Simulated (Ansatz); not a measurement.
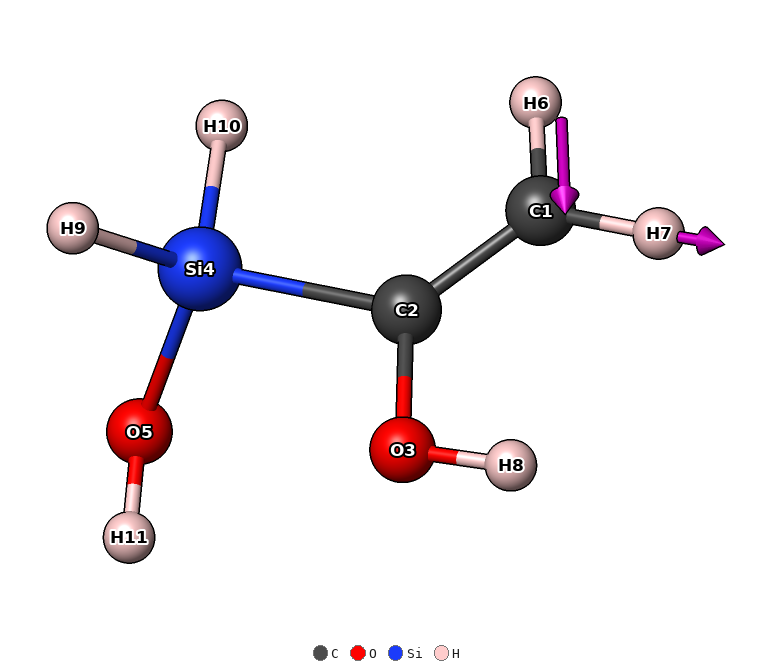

The arrows show one normal mode. Harmonic vibrations computed with RKS PBE0-D4/def2-TZVP (Ansatz 0.2.0) at a stationary point of the same level.

> What kind of motion is it?

Mostly out-of-phase stretching of 2 C–H bonds.

> Estimate its harmonic wavenumber.

3249 cm⁻¹; it is mode 25 of 27 counted from the lowest.
